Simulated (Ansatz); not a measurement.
# BGe+ (triplet): correlated methods under varied settings at distance Ge1–B2 = 3.512 Å

What do other methods and options give for BGe+ (triplet) at this geometry, and how long do they take?

Program: Ansatz 0.2.0, Gaussian basis. Level of theory: the settings change from run to run. These are calculated values, not measurements.

21 further runs of the same task are left out: 14 that didn't finish, 7 set aside as unsound or not needed.

### Step 1. The system

The geometry derives from a PBE0/def2-TZVP stationary point (not a proven minimum). One bond is set to the value named and the two fragments are kept rigid. No spin-orbit coupling is included. The filled d shell of Ge may be among the frozen orbitals whatever the setting's name suggests; the logs give the count.

2 atoms, charge 1, spin multiplicity 3.

Atoms are counted from 1 here; the program's logs count them from 0.

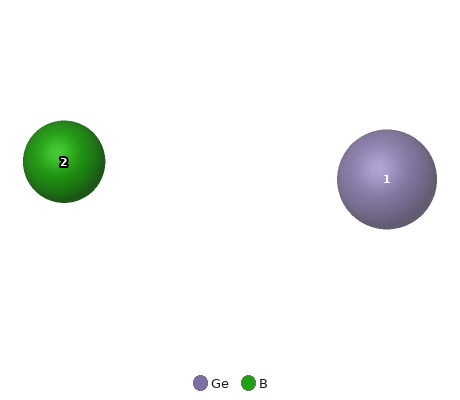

The geometry (germanium purple, boron green); atoms are numbered from 1 in the order of the file.

### Step 2. CASSCF(2,3)/6-31G*

Contents of in.yaml:

```yaml
crystal:
  periodic: [false, false, false]
  atoms:
    - {symbol: Ge, position_ang: [0.000000, 0.000000, 0.000000]}
    - {symbol: B, position_ang: [0.000000, 0.000000, 3.512000]}
basis:
  gaussian: {orbitals: "6-31G*"}
total_charge: 1
magnetization: {spin_polarized: false, initial_magnetization: 2}
correlation: {active_space: {window: {electrons: 2, orbitals: 3}}}
```

Run with:

```console
> ansatz run in.yaml --threads 1 --pin off --events-out ev --progress --plain --max-ram 2393MiB
```

Standard output:

```text
Functional definition: HF
  name "HF"
  cite "Fock, Z. Phys. 61, 126 (1930) doi:10.1007/BF01340294"
  parent pbe
  exchange = exact_x
  correlation = 0
449 factors; integrals over basis functions are off by at most 4.3e-4 eV
mean field evaluation 1: about -57124.5637 eV, gradient 8.1e0 eV
mean field evaluation 2: about -57124.5671 eV, gradient 8.1e0 eV
mean field evaluation 4: about -57125.0636 eV, gradient 1.1e0 eV
mean field evaluation 8: about -57125.1481 eV, gradient 7.7e-1 eV
mean field evaluation 16: about -57125.1911 eV, gradient 1.2e-5 eV
mean field evaluation 32: about -57124.3841 eV, gradient 7.7e-4 eV
mean field evaluation 64: about -57124.3841 eV, gradient 4.3e-3 eV
mean field evaluation 96: about -57125.1635 eV, gradient 1.7e0 eV
mean field evaluation 128: about -57124.3691 eV, gradient 4.2e0 eV
mean field evaluation 160: about -57124.3656 eV, gradient 7.9e-3 eV
mean field evaluation 192: about -57124.3773 eV, gradient 1.5e-1 eV
mean field evaluation 224: about -57124.3640 eV, gradient 3.6e-1 eV
mean field evaluation 256: about -57125.1908 eV, gradient 1.7e-1 eV
mean field -57125.19109145 eV, -2099.3120517655 hartree, gradient 4.7e-6 eV, S^2 2.000000; 18 other end points of the search recorded, 0 dependent functions left out
reference -57125.19109145 eV, -2099.3120517655 hartree; 19, 17 occupied and 31, 33 virtual orbitals, 449 factors
state -57125.19109145 eV, -2099.3120517655 hartree
Total energy: -57125.19109145 eV, -2099.3120517655 hartree
```

Run time: 8 s. Hardware: 1 thread of Arm Neoverse V1, shared host.

From the report: 9 determinants; active occupations 1.00, 1.00, 0.00. With so small a space the active step adds no correlation: the energy is the mean field's.

### Step 3. MP2 on UHF/cc-pVDZ

Contents of in.yaml:

```yaml
crystal:
  periodic: [false, false, false]
  atoms:
    - {symbol: Ge, position_ang: [0.000000, 0.000000, 0.000000]}
    - {symbol: B, position_ang: [0.000000, 0.000000, 3.512000]}
basis:
  gaussian: {orbitals: cc-pVDZ, fitting: {mean_field: def2-universal-jkfit}}
total_charge: 1
magnetization: {spin_polarized: true, initial_magnetization: 2}
correlation: {method: mp2, electrons: all}
```

Launched as before.

Standard output (excerpt; [...] marks lines left out):

```text
Functional definition: HF
  name "HF"
  cite "Fock, Z. Phys. 61, 126 (1930) doi:10.1007/BF01340294"
  parent pbe
[...]
341 factors; integrals over basis functions are off by at most 4.2e-2 eV
[...]
mean field -57132.38858678 eV, -2099.5765548404 hartree, gradient 2.4e-6 eV, S^2 2.034184; 18 other end points of the search recorded, 0 dependent functions left out
reference -57132.38858678 eV, -2099.5765548404 hartree; 19, 17 occupied and 22, 24 virtual orbitals, 341 factors
second order -2.61366633 eV of doubles, -0.00000000 eV of singles
Total energy: -57135.00225312 eV, -2099.6726053065 hartree
```

It took 3.3 s on 1 thread of Arm Neoverse V1, shared host.

From the report: ⟨S²⟩ of the determinant 2.034 (pure triplet: 2.00).

### Step 4. MRCISD+Q(2,6)/cc-pVDZ

Contents of in.yaml:

```yaml
crystal:
  periodic: [false, false, false]
  atoms:
    - {symbol: Ge, position_ang: [0.000000, 0.000000, 0.000000]}
    - {symbol: B, position_ang: [0.000000, 0.000000, 3.512000]}
basis:
  gaussian: {orbitals: cc-pVDZ}
total_charge: 1
magnetization: {spin_polarized: false, initial_magnetization: 2}
correlation: {method: fic_mrcisd_q, electrons: outside_noble_gas, active_space: {window: {electrons: 2, orbitals: 6}, states: [{multiplicity: 3, weights: [1, 0.5]}]}}
```

The command is unchanged.

Standard output (excerpt; [...] marks lines left out):

```text
Functional definition: HF
  name "HF"
  cite "Fock, Z. Phys. 61, 126 (1930) doi:10.1007/BF01340294"
  parent pbe
[...]
758 factors; integrals over basis functions are off by at most 1.4e-7 eV
[...]
mean field -57132.19558891 eV, -2099.5694622993 hartree, gradient 2.1e-6 eV, S^2 2.000000; 18 other end points of the search recorded, 0 dependent functions left out
reference -57132.19558891 eV, -2099.5694622993 hartree; 19, 17 occupied and 22, 24 virtual orbitals, 758 factors
state -57132.26356698 eV, -2099.5719604473 hartree
state -57132.26061560 eV, -2099.5718519862 hartree
contracted CI cycle   1: correlation 0.00000000 eV, 0.0000000000 hartree, residual 9.55e0 eV
contracted CI cycle   2: correlation -2.74550378 eV, -0.1008954028 hartree, residual 2.37e0 eV
contracted CI cycle   3: correlation -2.97471456 eV, -0.1093187439 hartree, residual 9.89e-1 eV
[...]
contracted CI cycle   2: correlation -2.74725042 eV, -0.1009595909 hartree, residual 2.37e0 eV
contracted CI cycle   3: correlation -2.97643302 eV, -0.1093818959 hartree, residual 9.90e-1 eV
contracted CI cycle   4: correlation -3.00306572 eV, -0.1103606296 hartree, residual 3.51e-1 eV
contracted CI cycle   5: correlation -3.00637989 eV, -0.1104824233 hartree, residual 1.16e-1 eV
contracted CI cycle   6: correlation -3.00682087 eV, -0.1104986291 hartree, residual 4.79e-2 eV
contracted CI cycle   7: correlation -3.00689076 eV, -0.1105011974 hartree, residual 1.58e-2 eV
contracted CI cycle   8: correlation -3.00689822 eV, -0.1105014714 hartree, residual 5.24e-3 eV
contracted CI cycle   9: correlation -3.00689905 eV, -0.1105015019 hartree, residual 1.98e-3 eV
contracted CI cycle  10: correlation -3.00689918 eV, -0.1105015068 hartree, residual 8.36e-4 eV
state -57132.26061560 eV, -2099.5718519862 hartree; corrected -57135.62164336 eV, -2099.6953674782 hartree
Total energy: -57135.62236432 eV, -2099.6953939728 hartree
```

Wall time 6 s (1 thread of Arm Neoverse V1, shared host).

From the report: 8 determinants; active occupations (of the averaged states) 0.97, 0.65, 0.32, 0.03, 0.02, 0.01.

### Step 5. BCCD on ROHF/STO-3G

Contents of in.yaml:

```yaml
crystal:
  periodic: [false, false, false]
  atoms:
    - {symbol: Ge, position_ang: [0.000000, 0.000000, 0.000000]}
    - {symbol: B, position_ang: [0.000000, 0.000000, 3.512000]}
basis:
  gaussian: {orbitals: STO-3G, fitting: {mean_field: def2-universal-jkfit}}
total_charge: 1
magnetization: {spin_polarized: false, initial_magnetization: 2}
correlation: {method: bccd, electrons: valence}
```

Same command.

Standard output (excerpt; [...] marks lines left out):

```text
Functional definition: HF
  name "HF"
  cite "Fock, Z. Phys. 61, 126 (1930) doi:10.1007/BF01340294"
  parent pbe
[...]
341 factors; integrals over basis functions are off by at most 1.6e-2 eV
[...]
mean field -56481.32889301 eV, -2075.6505523985 hartree, gradient 1.6e-6 eV, S^2 2.000000; 19 other end points of the search recorded, 0 dependent functions left out
[...]
determinant -56481.32889301 eV, -2075.6505523985 hartree, with singles and doubles -56483.20778721 eV, -2075.7196004866 hartree
determinant -56480.75351882 eV, -2075.6294077870 hartree, with singles and doubles -56482.55147996 eV, -2075.6954816399 hartree
determinant -56480.72848661 eV, -2075.6284878700 hartree, with singles and doubles -56482.52242193 eV, -2075.6944137772 hartree
determinant -56480.70989108 eV, -2075.6278044969 hartree, with singles and doubles -56482.51931152 eV, -2075.6942994718 hartree
determinant -56480.67593226 eV, -2075.6265565333 hartree, with singles and doubles -56482.47878768 eV, -2075.6928102480 hartree
determinant -56479.71771848 eV, -2075.5913428265 hartree, with singles and doubles -56482.03335564 eV, -2075.6764409225 hartree
10 core orbitals not correlated: weight in the atoms' cores, before any rotation towards them, 1.000 or more for the frozen orbitals, at most 0.000 for the correlated occupied ones
reference -56481.32889301 eV, -2075.6505523985 hartree; 9, 7 occupied and 4, 6 virtual orbitals, 341 factors
second order -0.96847662 eV of doubles, -0.01410175 eV of singles
cycle   1  -1.34921522 eV  change   -4.6e-1 eV  update   8.2e-2
[...]
cycle  19  -1.87586655 eV  change    2.2e-7 eV  update   3.5e-6
WARN: these amplitudes may be one of several solutions (largest doubles amplitude 0.17, level shift 1.78 eV)
Total energy: -56483.20475956 eV, -2075.7194892227 hartree
```

It took 4.1 s on 1 thread of Arm Neoverse V1, shared host.

From the report: correlation -1.8759 eV; largest double amplitude 0.17. The report flags that the cluster equations may have other roots.

### Step 6. CISD/cc-pVDZ

Contents of in.yaml:

```yaml
crystal:
  periodic: [false, false, false]
  atoms:
    - {symbol: Ge, position_ang: [0.000000, 0.000000, 0.000000]}
    - {symbol: B, position_ang: [0.000000, 0.000000, 3.512000]}
basis:
  gaussian: {orbitals: cc-pVDZ}
total_charge: 1
magnetization: {spin_polarized: false, initial_magnetization: 2}
correlation: {active_space: {ras: {orbitals: [2, 2, 22], electrons: 6, max_holes: 2, max_particles: 2}, fixed_orbitals: true}}
accuracy: high
```

Launched as before.

Standard output (excerpt; [...] marks lines left out):

```text
Functional definition: HF
  name "HF"
  cite "Fock, Z. Phys. 61, 126 (1930) doi:10.1007/BF01340294"
  parent pbe
[...]
741 factors; integrals over basis functions are off by at most 4.5e-9 eV
[...]
mean field -57132.19558903 eV, -2099.5694623037 hartree, gradient 7.2e-8 eV, S^2 2.000000; 18 other end points of the search recorded, 0 dependent functions left out
reference -57132.19558903 eV, -2099.5694623037 hartree; 19, 17 occupied and 22, 24 virtual orbitals, 741 factors
state -57135.24509008 eV, -2099.6815294004 hartree
Total energy: -57135.24509008 eV, -2099.6815294004 hartree
```

Wall time 4 s (1 thread of Arm Neoverse V1, shared host).

From the report: 5,296 determinants.

### Step 7. CISD/cc-pVDZ

Contents of in.yaml:

```yaml
crystal:
  periodic: [false, false, false]
  atoms:
    - {symbol: Ge, position_ang: [0.000000, 0.000000, 0.000000]}
    - {symbol: B, position_ang: [0.000000, 0.000000, 3.512000]}
basis:
  gaussian: {orbitals: cc-pVDZ}
total_charge: 1
magnetization: {spin_polarized: false, initial_magnetization: 2}
hamiltonian: {pseudopotentials: {relativity: none}}
correlation: {active_space: {ras: {orbitals: [7, 2, 22], electrons: 16, max_holes: 2, max_particles: 2}, fixed_orbitals: true}}
accuracy: high
output: {forces: true}
```

Launched as before.

Standard output (excerpt; [...] marks lines left out):

```text
Functional definition: HF
  name "HF"
  cite "Fock, Z. Phys. 61, 126 (1930) doi:10.1007/BF01340294"
  parent pbe
[...]
741 factors; integrals over basis functions are off by at most 4.5e-9 eV
[...]
mean field -57132.19558903 eV, -2099.5694623037 hartree, gradient 7.2e-8 eV, S^2 2.000000; 18 other end points of the search recorded, 0 dependent functions left out
reference -57132.19558903 eV, -2099.5694623037 hartree; 19, 17 occupied and 22, 24 virtual orbitals, 741 factors
state -57135.59707724 eV, -2099.6944646899 hartree
[...]
Total energy: -57135.59707724 eV, -2099.6944646899 hartree
Atom 0 at     0.000000     0.000000     0.000000 Å, force    -0.000000    -0.000000     0.743761 eV/Å
Atom 1 at     0.000000     0.000000     3.512000 Å, force    -0.000000     0.000000    -0.743761 eV/Å
Dipole moment:     0.000000    -0.000000     0.875672 e Å
```

Run time: 11 s. Hardware: 1 thread of Arm Neoverse V1, shared host.

From the report: 51,964 determinants.

### Step 8. BCCD(T) on UHF/cc-pVTZ

Contents of in.yaml:

```yaml
crystal:
  periodic: [false, false, false]
  atoms:
    - {symbol: Ge, position_ang: [0.000000, 0.000000, 0.000000]}
    - {symbol: B, position_ang: [0.000000, 0.000000, 3.512000]}
basis:
  gaussian: {orbitals: cc-pVTZ}
total_charge: 1
magnetization: {spin_polarized: true, initial_magnetization: 2}
correlation: {method: bccd_t, electrons: outside_noble_gas}
```

Same command.

Standard output (excerpt; [...] marks lines left out):

```text
Functional definition: HF
  name "HF"
  cite "Fock, Z. Phys. 61, 126 (1930) doi:10.1007/BF01340294"
  parent pbe
[...]
458 factors; integrals over basis functions are off by at most 1.3e-3 eV
[...]
mean field -57134.35981424 eV, -2099.6489961132 hartree, gradient 3.0e-6 eV, S^2 2.037826; 27 other end points of the search recorded, 0 dependent functions left out
determinant -57134.35981424 eV, -2099.6489961132 hartree, with singles and doubles -57137.80165841 eV, -2099.7754815536 hartree
determinant -57133.66111904 eV, -2099.6233195384 hartree, with singles and doubles -57136.97403771 eV, -2099.7450670537 hartree
determinant -57133.61187942 eV, -2099.6215100157 hartree, with singles and doubles -57137.03083786 eV, -2099.7471544210 hartree
determinant -57133.60340874 eV, -2099.6211987239 hartree, with singles and doubles -57136.86777598 eV, -2099.7411620074 hartree
[...]
determinant -57131.64821467 eV, -2099.5493466672 hartree, with singles and doubles -57133.61928837 eV, -2099.6217822894 hartree
determinant -57131.37752967 eV, -2099.5393991768 hartree, with singles and doubles -57133.30398616 eV, -2099.6101951470 hartree
determinant -57131.23483122 eV, -2099.5341551056 hartree, with singles and doubles -57133.14296565 eV, -2099.6042777523 hartree
15 core orbitals not correlated: weight in the atoms' cores, before any rotation towards them, 1.000 or more for the frozen orbitals, at most 0.000 for the correlated occupied ones
reference -57134.35981424 eV, -2099.6489961132 hartree; 4, 2 occupied and 54, 56 virtual orbitals, 458 factors
second order -2.36538290 eV of doubles, -0.00000000 eV of singles
cycle   1  -3.34067572 eV  change   -1.5e-1 eV  update   2.4e-2
[...]
cycle  13  -3.34836086 eV  change    5.1e-7 eV  update   5.1e-6
perturbative correction -0.10109125 eV, -0.0037150349 hartree
Total energy: -57137.80926635 eV, -2099.7757611400 hartree
```

Wall time 28 s (1 thread of Arm Neoverse V1, shared host).

From the report: ⟨S²⟩ of the determinant 2.038 (pure triplet: 2.00); correlation -3.4495 eV; largest double amplitude 0.11.

### Step 9. CCSD on ROHF/cc-pVDZ

Contents of in.yaml:

```yaml
crystal:
  periodic: [false, false, false]
  atoms:
    - {symbol: Ge, position_ang: [0.000000, 0.000000, 0.000000]}
    - {symbol: B, position_ang: [0.000000, 0.000000, 3.512000]}
basis:
  gaussian: {orbitals: cc-pVDZ}
total_charge: 1
magnetization: {spin_polarized: false, initial_magnetization: 2}
correlation: {method: ccsd, electrons: outside_noble_gas}
```

Same command.

Standard output (excerpt; [...] marks lines left out):

```text
Functional definition: HF
  name "HF"
  cite "Fock, Z. Phys. 61, 126 (1930) doi:10.1007/BF01340294"
  parent pbe
[...]
462 factors; integrals over basis functions are off by at most 5.5e-4 eV
[...]
mean field -57132.19558154 eV, -2099.5694620284 hartree, gradient 1.8e-6 eV, S^2 2.000000; 23 other end points of the search recorded, 0 dependent functions left out
[...]
determinant -57132.19558154 eV, -2099.5694620284 hartree, with singles and doubles -57135.42725537 eV, -2099.6882238514 hartree
determinant -57131.50046741 eV, -2099.5439170555 hartree, with singles and doubles -57134.61626244 eV, -2099.6584204110 hartree
determinant -57131.45906502 eV, -2099.5423955455 hartree, with singles and doubles -57134.70672502 eV, -2099.6617448495 hartree
determinant -57131.42566885 eV, -2099.5411682590 hartree, with singles and doubles -57134.50400516 eV, -2099.6542950318 hartree
determinant -57131.38497847 eV, -2099.5396729151 hartree, with singles and doubles -57134.86585471 eV, -2099.6675927575 hartree
determinant -57131.31253159 eV, -2099.5370105415 hartree, with singles and doubles -57134.38885589 eV, -2099.6500633741 hartree
determinant -57130.94707093 eV, -2099.5235801098 hartree, with singles and doubles -57134.44690360 eV, -2099.6521965883 hartree
determinant -57129.74540441 eV, -2099.4794196797 hartree, with singles and doubles -57133.24475660 eV, -2099.6080185009 hartree
15 core orbitals not correlated: weight in the atoms' cores, before any rotation towards them, 1.000 or more for the frozen orbitals, at most 0.000 for the correlated occupied ones
reference -57132.19558154 eV, -2099.5694620284 hartree; 4, 2 occupied and 22, 24 virtual orbitals, 462 factors
second order -2.07121390 eV of doubles, -0.10460061 eV of singles
cycle   1  -3.22944876 eV  change    2.2e-3 eV  update   2.7e-3
[...]
cycle  10  -3.23016177 eV  change    5.1e-6 eV  update   6.0e-6
Total energy: -57135.42574330 eV, -2099.6881682839 hartree
```

It took 10 s on 1 thread of Arm Neoverse V1, shared host.

From the report: correlation -3.2302 eV; T1 0.042; largest double amplitude 0.13.

### Step 10. BCCD on UHF/STO-3G

Contents of in.yaml:

```yaml
crystal:
  periodic: [false, false, false]
  atoms:
    - {symbol: Ge, position_ang: [0.000000, 0.000000, 0.000000]}
    - {symbol: B, position_ang: [0.000000, 0.000000, 3.512000]}
basis:
  gaussian: {orbitals: STO-3G, point_charges: [{charge: -0.50, position_ang: [4.370, 0.631, 0.441]}]}
total_charge: 1
magnetization: {spin_polarized: true, initial_magnetization: 2}
correlation: {method: bccd, electrons: outside_noble_gas}
```

The command is unchanged.

Standard output (excerpt; [...] marks lines left out):

```text
Functional definition: HF
  name "HF"
  cite "Fock, Z. Phys. 61, 126 (1930) doi:10.1007/BF01340294"
  parent pbe
[...]
229 factors; integrals over basis functions are off by at most 4.5e-5 eV
[...]
mean field -56482.94609368 eV, -2075.7099834266 hartree, gradient 1.4e-6 eV, S^2 2.012749; 32 other end points of the search recorded, 0 dependent functions left out
determinant -56482.94609368 eV, -2075.7099834266 hartree, with singles and doubles -56484.76239157 eV, -2075.7767311431 hartree
determinant -56482.86458242 eV, -2075.7069879431 hartree, with singles and doubles -56484.68469400 eV, -2075.7738758100 hartree
determinant -56482.38440132 eV, -2075.6893416134 hartree, with singles and doubles -56484.15012547 eV, -2075.7542307789 hartree
determinant -56482.38045351 eV, -2075.6891965341 hartree, with singles and doubles -56484.14555615 eV, -2075.7540628594 hartree
[...]
determinant -56480.22375268 eV, -2075.6099392402 hartree, with singles and doubles -56480.93537770 eV, -2075.6360909773 hartree
determinant -56482.94609368 eV, -2075.7099834266 hartree, with singles and doubles -56484.75909218 eV, -2075.7766098928 hartree
determinant -56482.86458242 eV, -2075.7069879431 hartree, with singles and doubles -56484.68157025 eV, -2075.7737610142 hartree
15 core orbitals not correlated: weight in the atoms' cores, before any rotation towards them, 1.000 or more for the frozen orbitals, at most 0.000 for the correlated occupied ones
reference -56482.94609368 eV, -2075.7099834266 hartree; 4, 2 occupied and 4, 6 virtual orbitals, 229 factors
second order -0.92731603 eV of doubles, -0.00000000 eV of singles
cycle   1  -1.81591235 eV  change   -2.9e-3 eV  update   3.0e-3
[...]
cycle  13  -1.81336805 eV  change    1.5e-6 eV  update   4.4e-6
WARN: these amplitudes may be one of several solutions (largest doubles amplitude 0.17, level shift 1.72 eV)
Total energy: -56484.75946173 eV, -2075.7766234734 hartree
```

Run time: 2.9 s. Hardware: 1 thread of Arm Neoverse V1, shared host.

From the report: ⟨S²⟩ of the determinant 2.013 (pure triplet: 2.00); correlation -1.8134 eV; largest double amplitude 0.17. The report flags that the cluster equations may have other roots.

### Step 11. All runs side by side

Where basis and cores are those of an earlier FCI/cc-pVDZ run (-57135.5344 eV), and the state is the same kind, the miss against it is given. † marks a result that the program doubts.

```tsv
level	correlated	functions	energy (eV)	from FCI (meV)	time
CASSCF(2,3)/6-31G*		50	-57125.1911		8 s
MP2 on UHF/cc-pVDZ	all	41	-57135.0023		3.3 s
MRCISD+Q(2,6)/cc-pVDZ (mean of several states)	outside noble gas	41	-57135.6224		6 s
BCCD on ROHF/STO-3G †	valence	23	-56483.2048		4.1 s
CISD/cc-pVDZ	outside noble gas	41	-57135.2451	289.3	4 s
CISD/cc-pVDZ	valence	41	-57135.5971		11 s
BCCD(T) on UHF/cc-pVTZ	outside noble gas	73	-57137.8093		28 s
CCSD on ROHF/cc-pVDZ	outside noble gas	41	-57135.4257	108.7	10 s
BCCD on UHF/STO-3G (beside a point charge) †	outside noble gas	23	-56484.7595		2.9 s
```

### Step 12. Results

| quantity | value |
| --- | --- |
| runs | 9 |
| quickest | BCCD on UHF/STO-3G (beside a point charge) †, 2.9 s |
| slowest | BCCD(T) on UHF/cc-pVTZ, 28 s |

What this shows: Total energies in different bases, with other cores or another treatment of relativity can't be set against each other. BCCD(T) on UHF/cc-pVTZ took 9 times as long as BCCD on UHF/STO-3G (beside a point charge) †; the jobs differ in more than the method. Among the correlated runs with a miss given, it spans +109 to +289 meV.
